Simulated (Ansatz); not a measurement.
**Run report: C2H2AlCl2F, molecular dynamics (part 1 of 5)**

System: C2H2AlCl2F.
Method: RKS PBE0/STO-3G (Ansatz 0.2.0).

It belongs to a series of runs on one base structure; here: dynamics from the start.

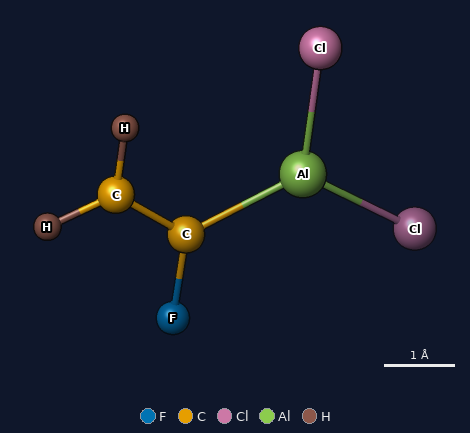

**Figure 1.** The structure as given in the input (ball-and-stick view, seen at a tilt). Sticks mark near contacts. Bond lengths as drawn: Al–C 1.90 Å, Al–Cl 2.07 Å, C–C 1.35 Å, C–F 1.37 Å and C–H 1.09 Å.

## Key numbers

```csv
quantity,value
outcome,finished
mean temperature over the second half,524 K
trajectory,"189 steps, 189 fs"
ensemble,nve
temperature in the input,1000.0 K
time step,1.0 fs
potential energy (last step),−36037.3439 eV
mean-field energy (last step),−36037.3439 eV
largest force (length of the vector) (last step),1.846 eV/Å
hardware,"1 thread of Intel Xeon @ 2.50GHz (Skylake/Cascade Lake), 189 GiB of memory available, shared host"
wall time,19 min
peak memory,0.11 GiB
```

## Notes

So short a trajectory is not equilibrated.

## The input
```yaml
crystal:
  periodic: [false, false, false]
  atoms:
    - { symbol: F, position_ang: [1.156112, -1.32762, 1.053896] }
    - { symbol: C, position_ang: [0.268768, -0.587323, 0.316276] }
    - { symbol: Cl, position_ang: [2.302614, 2.231351, 0.661417] }
    - { symbol: C, position_ang: [-0.850488, -1.163686, -0.167024] }
    - { symbol: Al, position_ang: [0.617027, 1.252282, -0.027063] }
    - { symbol: Cl, position_ang: [-0.74478, 2.342971, -1.139227] }
    - { symbol: H, position_ang: [-1.089701, -2.217931, 0.003732] }
    - { symbol: H, position_ang: [-1.567353, -0.587143, -0.757808] }
basis:
  gaussian: { orbitals: STO-3G }
hamiltonian:
  xc: pbe0
md:
  timestep: 1.0
  n_steps: 189
  ensemble: nve
  temperature: 1000.0
  initial_velocities: maxwell_boltzmann
  seed: 195741
scf:
  lower_state_search: "off"
```

Run as:
```bash
ansatz run input.yaml --threads 1 --pin off --max-ram 2048MiB --backend cpu --events-out ev --progress --plain --runs-dir out
```

## Output
```
Engine: ansatz 0.2.0, x86_64-unknown-linux-gnu
Functional definition: PBE0
  parameter a = 0.25
  parameter kappa = 0.804
  parameter beta = 0.06672455060314922
  exchange = (1 - a)*pbe_x(kappa = kappa, mu = beta*pi^2/3) + a*exact_x
  correlation = pbe_c(beta = beta)
these checks for a lower state are left out or cut short: stability, starts, cluster_reference, orbital_swaps, neighbouring_geometries, increment
589 factors; integrals over basis functions are off by at most 1.7e-5 eV
mean field evaluation 1: about -36034.4508 eV, gradient 2.9e1 eV
mean field evaluation 2: about -36034.0511 eV, gradient 3.4e1 eV
mean field evaluation 4: about -36037.8007 eV, gradient 1.6e0 eV
mean field evaluation 8: about -36037.7699 eV, gradient 1.9e-2 eV
mean field evaluation 16: about -36037.7699 eV, gradient 1.9e-6 eV
mean field -36037.76987052 eV, -1324.3636154639 hartree, gradient 1.9e-6 eV, S^2 0.000000; 0 other end points of the search recorded, 0 dependent functions left out
the calculation of the forces begins
reference -36037.76988625 eV, -1324.3636160421 hartree; 35, 35 occupied and 9, 9 virtual orbitals, 589 factors
md step     0: t =     0.00 fs  T =  1000.0 K  F+E_penalty+E_count = -36037.76987052 eV  E_kin = 0.775560 eV  conserved = -36036.99431053 eV  (14 SCF iters)
these checks for a lower state are left out or cut short: stability, starts, cluster_reference, orbital_swaps, neighbouring_geometries, increment
589 factors; integrals over basis functions are off by at most 1.7e-5 eV
mean field -36037.75775117 eV, -1324.3631700858 hartree, gradient 2.6e-6 eV, S^2 0.000000; 0 other end points of the search recorded, 0 dependent functions left out
the calculation of the forces begins
reference -36037.75776692 eV, -1324.3631706648 hartree; 35, 35 occupied and 9, 9 virtual orbitals, 589 factors
md step     1: t =     1.00 fs  T =   985.0 K  F+E_penalty+E_count = -36037.75775117 eV  E_kin = 0.763896 eV  conserved = -36036.99385469 eV  (18 SCF iters)
[... from here on the SCF iterations and repeated set-up lines of each step are left out, up to the last step ...]
md step     2: t =     2.00 fs  T =   948.2 K  F+E_penalty+E_count = -36037.72834572 eV  E_kin = 0.735366 eV  conserved = -36036.99297985 eV  (18 SCF iters)
md step     3: t =     3.00 fs  T =   905.4 K  F+E_penalty+E_count = -36037.69481428 eV  E_kin = 0.702206 eV  conserved = -36036.99260826 eV  (18 SCF iters)
md step     4: t =     4.00 fs  T =   864.0 K  F+E_penalty+E_count = -36037.66295230 eV  E_kin = 0.670067 eV  conserved = -36036.99288561 eV  (18 SCF iters)
md step     5: t =     5.00 fs  T =   820.0 K  F+E_penalty+E_count = -36037.62903488 eV  E_kin = 0.635964 eV  conserved = -36036.99307044 eV  (18 SCF iters)
md step     6: t =     6.00 fs  T =   771.4 K  F+E_penalty+E_count = -36037.59082333 eV  E_kin = 0.598301 eV  conserved = -36036.99252267 eV  (19 SCF iters)
md step     7: t =     7.00 fs  T =   728.0 K  F+E_penalty+E_count = -36037.55645523 eV  E_kin = 0.564616 eV  conserved = -36036.99183906 eV  (19 SCF iters)
md step     8: t =     8.00 fs  T =   700.9 K  F+E_penalty+E_count = -36037.53564320 eV  E_kin = 0.543572 eV  conserved = -36036.99207143 eV  (19 SCF iters)
md step     9: t =     9.00 fs  T =   686.2 K  F+E_penalty+E_count = -36037.52508864 eV  E_kin = 0.532210 eV  conserved = -36036.99287825 eV  (19 SCF iters)
md step    10: t =    10.00 fs  T =   670.5 K  F+E_penalty+E_count = -36037.51310866 eV  E_kin = 0.519982 eV  conserved = -36036.99312675 eV  (19 SCF iters)
md step    11: t =    11.00 fs  T =   648.6 K  F+E_penalty+E_count = -36037.49567887 eV  E_kin = 0.502996 eV  conserved = -36036.99268324 eV  (19 SCF iters)
md step    12: t =    12.00 fs  T =   627.5 K  F+E_penalty+E_count = -36037.47897422 eV  E_kin = 0.486651 eV  conserved = -36036.99232305 eV  (19 SCF iters)
md step    13: t =    13.00 fs  T =   613.4 K  F+E_penalty+E_count = -36037.46826120 eV  E_kin = 0.475698 eV  conserved = -36036.99256363 eV  (19 SCF iters)
md step    14: t =    14.00 fs  T =   602.2 K  F+E_penalty+E_count = -36037.46008028 eV  E_kin = 0.467015 eV  conserved = -36036.99306528 eV  (19 SCF iters)
md step    15: t =    15.00 fs  T =   585.6 K  F+E_penalty+E_count = -36037.44721746 eV  E_kin = 0.454174 eV  conserved = -36036.99304371 eV  (19 SCF iters)
md step    16: t =    16.00 fs  T =   564.2 K  F+E_penalty+E_count = -36037.42997779 eV  E_kin = 0.437572 eV  conserved = -36036.99240539 eV  (19 SCF iters)
md step    17: t =    17.00 fs  T =   548.0 K  F+E_penalty+E_count = -36037.41714045 eV  E_kin = 0.425017 eV  conserved = -36036.99212319 eV  (19 SCF iters)
md step    18: t =    18.00 fs  T =   541.2 K  F+E_penalty+E_count = -36037.41242675 eV  E_kin = 0.419709 eV  conserved = -36036.99271798 eV  (19 SCF iters)
md step    19: t =    19.00 fs  T =   534.2 K  F+E_penalty+E_count = -36037.40761454 eV  E_kin = 0.414289 eV  conserved = -36036.99332578 eV  (19 SCF iters)
md step    20: t =    20.00 fs  T =   517.5 K  F+E_penalty+E_count = -36037.39452588 eV  E_kin = 0.401378 eV  conserved = -36036.99314755 eV  (19 SCF iters)
md step    21: t =    21.00 fs  T =   494.8 K  F+E_penalty+E_count = -36037.37630814 eV  E_kin = 0.383747 eV  conserved = -36036.99256069 eV  (18 SCF iters)
md step    22: t =    22.00 fs  T =   476.5 K  F+E_penalty+E_count = -36037.36194079 eV  E_kin = 0.369524 eV  conserved = -36036.99241688 eV  (18 SCF iters)
md step    23: t =    23.00 fs  T =   464.9 K  F+E_penalty+E_count = -36037.35351524 eV  E_kin = 0.360577 eV  conserved = -36036.99293861 eV  (19 SCF iters)
md step    24: t =    24.00 fs  T =   450.7 K  F+E_penalty+E_count = -36037.34296480 eV  E_kin = 0.349530 eV  conserved = -36036.99343466 eV  (19 SCF iters)
md step    25: t =    25.00 fs  T =   424.7 K  F+E_penalty+E_count = -36037.32252430 eV  E_kin = 0.329384 eV  conserved = -36036.99314064 eV  (19 SCF iters)
md step    26: t =    26.00 fs  T =   391.3 K  F+E_penalty+E_count = -36037.29589337 eV  E_kin = 0.303493 eV  conserved = -36036.99240060 eV  (19 SCF iters)
md step    27: t =    27.00 fs  T =   362.5 K  F+E_penalty+E_count = -36037.27335797 eV  E_kin = 0.281103 eV  conserved = -36036.99225518 eV  (19 SCF iters)
md step    28: t =    28.00 fs  T =   341.2 K  F+E_penalty+E_count = -36037.25730727 eV  E_kin = 0.264602 eV  conserved = -36036.99270525 eV  (19 SCF iters)
md step    29: t =    29.00 fs  T =   321.2 K  F+E_penalty+E_count = -36037.24186044 eV  E_kin = 0.249073 eV  conserved = -36036.99278719 eV  (19 SCF iters)
md step    30: t =    30.00 fs  T =   301.6 K  F+E_penalty+E_count = -36037.22608122 eV  E_kin = 0.233871 eV  conserved = -36036.99220984 eV  (19 SCF iters)
md step    31: t =    31.00 fs  T =   292.4 K  F+E_penalty+E_count = -36037.21840982 eV  E_kin = 0.226745 eV  conserved = -36036.99166433 eV  (19 SCF iters)
md step    32: t =    32.00 fs  T =   303.2 K  F+E_penalty+E_count = -36037.22689531 eV  E_kin = 0.235111 eV  conserved = -36036.99178415 eV  (19 SCF iters)
md step    33: t =    33.00 fs  T =   331.9 K  F+E_penalty+E_count = -36037.24982049 eV  E_kin = 0.257431 eV  conserved = -36036.99238918 eV  (19 SCF iters)
md step    34: t =    34.00 fs  T =   368.3 K  F+E_penalty+E_count = -36037.27837683 eV  E_kin = 0.285670 eV  conserved = -36036.99270685 eV  (19 SCF iters)
md step    35: t =    35.00 fs  T =   406.8 K  F+E_penalty+E_count = -36037.30790711 eV  E_kin = 0.315504 eV  conserved = -36036.99240312 eV  (19 SCF iters)
md step    36: t =    36.00 fs  T =   451.5 K  F+E_penalty+E_count = -36037.34237344 eV  E_kin = 0.350172 eV  conserved = -36036.99220136 eV  (19 SCF iters)
md step    37: t =    37.00 fs  T =   504.5 K  F+E_penalty+E_count = -36037.38407646 eV  E_kin = 0.391303 eV  conserved = -36036.99277367 eV  (19 SCF iters)
md step    38: t =    38.00 fs  T =   555.9 K  F+E_penalty+E_count = -36037.42461245 eV  E_kin = 0.431101 eV  conserved = -36036.99351171 eV  (18 SCF iters)
md step    39: t =    39.00 fs  T =   593.1 K  F+E_penalty+E_count = -36037.45350384 eV  E_kin = 0.460006 eV  conserved = -36036.99349746 eV  (19 SCF iters)
md step    40: t =    40.00 fs  T =   616.7 K  F+E_penalty+E_count = -36037.47118831 eV  E_kin = 0.478292 eV  conserved = -36036.99289636 eV  (19 SCF iters)
md step    41: t =    41.00 fs  T =   637.2 K  F+E_penalty+E_count = -36037.48674345 eV  E_kin = 0.494176 eV  conserved = -36036.99256794 eV  (18 SCF iters)
md step    42: t =    42.00 fs  T =   660.6 K  F+E_penalty+E_count = -36037.50520289 eV  E_kin = 0.512309 eV  conserved = -36036.99289378 eV  (18 SCF iters)
md step    43: t =    43.00 fs  T =   681.3 K  F+E_penalty+E_count = -36037.52176767 eV  E_kin = 0.528420 eV  conserved = -36036.99334728 eV  (18 SCF iters)
md step    44: t =    44.00 fs  T =   691.7 K  F+E_penalty+E_count = -36037.52962134 eV  E_kin = 0.536442 eV  conserved = -36036.99317952 eV  (18 SCF iters)
md step    45: t =    45.00 fs  T =   694.1 K  F+E_penalty+E_count = -36037.53086368 eV  E_kin = 0.538331 eV  conserved = -36036.99253261 eV  (18 SCF iters)
md step    46: t =    46.00 fs  T =   699.0 K  F+E_penalty+E_count = -36037.53449480 eV  E_kin = 0.542147 eV  conserved = -36036.99234824 eV  (19 SCF iters)
md step    47: t =    47.00 fs  T =   709.7 K  F+E_penalty+E_count = -36037.54326206 eV  E_kin = 0.550397 eV  conserved = -36036.99286553 eV  (19 SCF iters)
md step    48: t =    48.00 fs  T =   718.1 K  F+E_penalty+E_count = -36037.55017304 eV  E_kin = 0.556942 eV  conserved = -36036.99323151 eV  (19 SCF iters)
md step    49: t =    49.00 fs  T =   718.5 K  F+E_penalty+E_count = -36037.55015431 eV  E_kin = 0.557219 eV  conserved = -36036.99293522 eV  (19 SCF iters)
md step    50: t =    50.00 fs  T =   715.6 K  F+E_penalty+E_count = -36037.54746403 eV  E_kin = 0.554982 eV  conserved = -36036.99248252 eV  (19 SCF iters)
md step    51: t =    51.00 fs  T =   717.1 K  F+E_penalty+E_count = -36037.54870045 eV  E_kin = 0.556169 eV  conserved = -36036.99253131 eV  (19 SCF iters)
md step    52: t =    52.00 fs  T =   722.2 K  F+E_penalty+E_count = -36037.55317987 eV  E_kin = 0.560145 eV  conserved = -36036.99303446 eV  (19 SCF iters)
md step    53: t =    53.00 fs  T =   722.5 K  F+E_penalty+E_count = -36037.55363935 eV  E_kin = 0.560335 eV  conserved = -36036.99330461 eV  (19 SCF iters)
md step    54: t =    54.00 fs  T =   713.6 K  F+E_penalty+E_count = -36037.54634034 eV  E_kin = 0.553444 eV  conserved = -36036.99289590 eV  (19 SCF iters)
md step    55: t =    55.00 fs  T =   702.6 K  F+E_penalty+E_count = -36037.53726182 eV  E_kin = 0.544909 eV  conserved = -36036.99235298 eV  (19 SCF iters)
md step    56: t =    56.00 fs  T =   698.4 K  F+E_penalty+E_count = -36037.53413422 eV  E_kin = 0.541643 eV  conserved = -36036.99249074 eV  (19 SCF iters)
md step    57: t =    57.00 fs  T =   699.1 K  F+E_penalty+E_count = -36037.53517241 eV  E_kin = 0.542157 eV  conserved = -36036.99301557 eV  (19 SCF iters)
md step    58: t =    58.00 fs  T =   696.4 K  F+E_penalty+E_count = -36037.53317464 eV  E_kin = 0.540136 eV  conserved = -36036.99303856 eV  (19 SCF iters)
md step    59: t =    59.00 fs  T =   690.3 K  F+E_penalty+E_count = -36037.52791285 eV  E_kin = 0.535337 eV  conserved = -36036.99257572 eV  (19 SCF iters)
md step    60: t =    60.00 fs  T =   688.1 K  F+E_penalty+E_count = -36037.52610786 eV  E_kin = 0.533693 eV  conserved = -36036.99241511 eV  (19 SCF iters)
md step    61: t =    61.00 fs  T =   692.5 K  F+E_penalty+E_count = -36037.53001627 eV  E_kin = 0.537059 eV  conserved = -36036.99295747 eV  (18 SCF iters)
md step    62: t =    62.00 fs  T =   693.2 K  F+E_penalty+E_count = -36037.53135758 eV  E_kin = 0.537651 eV  conserved = -36036.99370632 eV  (19 SCF iters)
md step    63: t =    63.00 fs  T =   676.7 K  F+E_penalty+E_count = -36037.51864769 eV  E_kin = 0.524812 eV  conserved = -36036.99383523 eV  (19 SCF iters)
md step    64: t =    64.00 fs  T =   639.6 K  F+E_penalty+E_count = -36037.48933126 eV  E_kin = 0.496053 eV  conserved = -36036.99327858 eV  (19 SCF iters)
md step    65: t =    65.00 fs  T =   590.5 K  F+E_penalty+E_count = -36037.45085832 eV  E_kin = 0.458002 eV  conserved = -36036.99285605 eV  (19 SCF iters)
md step    66: t =    66.00 fs  T =   537.1 K  F+E_penalty+E_count = -36037.40950104 eV  E_kin = 0.416592 eV  conserved = -36036.99290900 eV  (19 SCF iters)
md step    67: t =    67.00 fs  T =   480.6 K  F+E_penalty+E_count = -36037.36553352 eV  E_kin = 0.372746 eV  conserved = -36036.99278736 eV  (19 SCF iters)
md step    68: t =    68.00 fs  T =   424.9 K  F+E_penalty+E_count = -36037.32167538 eV  E_kin = 0.329525 eV  conserved = -36036.99215038 eV  (19 SCF iters)
md step    69: t =    69.00 fs  T =   381.8 K  F+E_penalty+E_count = -36037.28766997 eV  E_kin = 0.296096 eV  conserved = -36036.99157405 eV  (19 SCF iters)
md step    70: t =    70.00 fs  T =   361.5 K  F+E_penalty+E_count = -36037.27208356 eV  E_kin = 0.280382 eV  conserved = -36036.99170143 eV  (19 SCF iters)
md step    71: t =    71.00 fs  T =   361.6 K  F+E_penalty+E_count = -36037.27290650 eV  E_kin = 0.280469 eV  conserved = -36036.99243705 eV  (19 SCF iters)
md step    72: t =    72.00 fs  T =   368.9 K  F+E_penalty+E_count = -36037.27911418 eV  E_kin = 0.286090 eV  conserved = -36036.99302411 eV  (19 SCF iters)
md step    73: t =    73.00 fs  T =   372.6 K  F+E_penalty+E_count = -36037.28191902 eV  E_kin = 0.288978 eV  conserved = -36036.99294145 eV  (19 SCF iters)
md step    74: t =    74.00 fs  T =   373.1 K  F+E_penalty+E_count = -36037.28208718 eV  E_kin = 0.289397 eV  conserved = -36036.99269005 eV  (19 SCF iters)
md step    75: t =    75.00 fs  T =   373.6 K  F+E_penalty+E_count = -36037.28274170 eV  E_kin = 0.289745 eV  conserved = -36036.99299630 eV  (19 SCF iters)
md step    76: t =    76.00 fs  T =   368.9 K  F+E_penalty+E_count = -36037.27953333 eV  E_kin = 0.286112 eV  conserved = -36036.99342097 eV  (19 SCF iters)
md step    77: t =    77.00 fs  T =   352.9 K  F+E_penalty+E_count = -36037.26676980 eV  E_kin = 0.273681 eV  conserved = -36036.99308922 eV  (19 SCF iters)
md step    78: t =    78.00 fs  T =   331.8 K  F+E_penalty+E_count = -36037.24954696 eV  E_kin = 0.257343 eV  conserved = -36036.99220375 eV  (19 SCF iters)
md step    79: t =    79.00 fs  T =   321.5 K  F+E_penalty+E_count = -36037.24102282 eV  E_kin = 0.249319 eV  conserved = -36036.99170396 eV  (19 SCF iters)
md step    80: t =    80.00 fs  T =   331.0 K  F+E_penalty+E_count = -36037.24872348 eV  E_kin = 0.256680 eV  conserved = -36036.99204318 eV  (19 SCF iters)
md step    81: t =    81.00 fs  T =   354.5 K  F+E_penalty+E_count = -36037.26768937 eV  E_kin = 0.274964 eV  conserved = -36036.99272576 eV  (19 SCF iters)
md step    82: t =    82.00 fs  T =   380.2 K  F+E_penalty+E_count = -36037.28781100 eV  E_kin = 0.294883 eV  conserved = -36036.99292797 eV  (19 SCF iters)
md step    83: t =    83.00 fs  T =   403.6 K  F+E_penalty+E_count = -36037.30571501 eV  E_kin = 0.313050 eV  conserved = -36036.99266522 eV  (19 SCF iters)
md step    84: t =    84.00 fs  T =   427.4 K  F+E_penalty+E_count = -36037.32432422 eV  E_kin = 0.331478 eV  conserved = -36036.99284658 eV  (19 SCF iters)
md step    85: t =    85.00 fs  T =   447.3 K  F+E_penalty+E_count = -36037.34051801 eV  E_kin = 0.346931 eV  conserved = -36036.99358695 eV  (19 SCF iters)
md step    86: t =    86.00 fs  T =   451.4 K  F+E_penalty+E_count = -36037.34388140 eV  E_kin = 0.350052 eV  conserved = -36036.99382984 eV  (19 SCF iters)
md step    87: t =    87.00 fs  T =   435.9 K  F+E_penalty+E_count = -36037.33122882 eV  E_kin = 0.338080 eV  conserved = -36036.99314836 eV  (19 SCF iters)
md step    88: t =    88.00 fs  T =   413.2 K  F+E_penalty+E_count = -36037.31275698 eV  E_kin = 0.320445 eV  conserved = -36036.99231206 eV  (19 SCF iters)
md step    89: t =    89.00 fs  T =   398.3 K  F+E_penalty+E_count = -36037.30105135 eV  E_kin = 0.308921 eV  conserved = -36036.99213081 eV  (19 SCF iters)
md step    90: t =    90.00 fs  T =   395.2 K  F+E_penalty+E_count = -36037.29901638 eV  E_kin = 0.306471 eV  conserved = -36036.99254518 eV  (19 SCF iters)
md step    91: t =    91.00 fs  T =   397.2 K  F+E_penalty+E_count = -36037.30081986 eV  E_kin = 0.308074 eV  conserved = -36036.99274574 eV  (19 SCF iters)
md step    92: t =    92.00 fs  T =   401.9 K  F+E_penalty+E_count = -36037.30391815 eV  E_kin = 0.311693 eV  conserved = -36036.99222520 eV  (19 SCF iters)
md step    93: t =    93.00 fs  T =   417.9 K  F+E_penalty+E_count = -36037.31585841 eV  E_kin = 0.324087 eV  conserved = -36036.99177191 eV  (19 SCF iters)
md step    94: t =    94.00 fs  T =   451.7 K  F+E_penalty+E_count = -36037.34269784 eV  E_kin = 0.350296 eV  conserved = -36036.99240154 eV  (19 SCF iters)
md step    95: t =    95.00 fs  T =   492.2 K  F+E_penalty+E_count = -36037.37519021 eV  E_kin = 0.381736 eV  conserved = -36036.99345429 eV  (19 SCF iters)
md step    96: t =    96.00 fs  T =   521.5 K  F+E_penalty+E_count = -36037.39808886 eV  E_kin = 0.404465 eV  conserved = -36036.99362382 eV  (19 SCF iters)
md step    97: t =    97.00 fs  T =   536.0 K  F+E_penalty+E_count = -36037.40866928 eV  E_kin = 0.415698 eV  conserved = -36036.99297159 eV  (19 SCF iters)
md step    98: t =    98.00 fs  T =   546.6 K  F+E_penalty+E_count = -36037.41640759 eV  E_kin = 0.423894 eV  conserved = -36036.99251365 eV  (19 SCF iters)
md step    99: t =    99.00 fs  T =   561.4 K  F+E_penalty+E_count = -36037.42815096 eV  E_kin = 0.435361 eV  conserved = -36036.99278979 eV  (19 SCF iters)
md step   100: t =   100.00 fs  T =   575.8 K  F+E_penalty+E_count = -36037.43988722 eV  E_kin = 0.446586 eV  conserved = -36036.99330149 eV  (18 SCF iters)
md step   101: t =   101.00 fs  T =   581.6 K  F+E_penalty+E_count = -36037.44418478 eV  E_kin = 0.451050 eV  conserved = -36036.99313495 eV  (18 SCF iters)
md step   102: t =   102.00 fs  T =   581.7 K  F+E_penalty+E_count = -36037.44344587 eV  E_kin = 0.451120 eV  conserved = -36036.99232631 eV  (18 SCF iters)
md step   103: t =   103.00 fs  T =   589.0 K  F+E_penalty+E_count = -36037.44891471 eV  E_kin = 0.456775 eV  conserved = -36036.99213981 eV  (19 SCF iters)
md step   104: t =   104.00 fs  T =   606.1 K  F+E_penalty+E_count = -36037.46309028 eV  E_kin = 0.470088 eV  conserved = -36036.99300255 eV  (19 SCF iters)
md step   105: t =   105.00 fs  T =   619.4 K  F+E_penalty+E_count = -36037.47404994 eV  E_kin = 0.480405 eV  conserved = -36036.99364520 eV  (19 SCF iters)
```
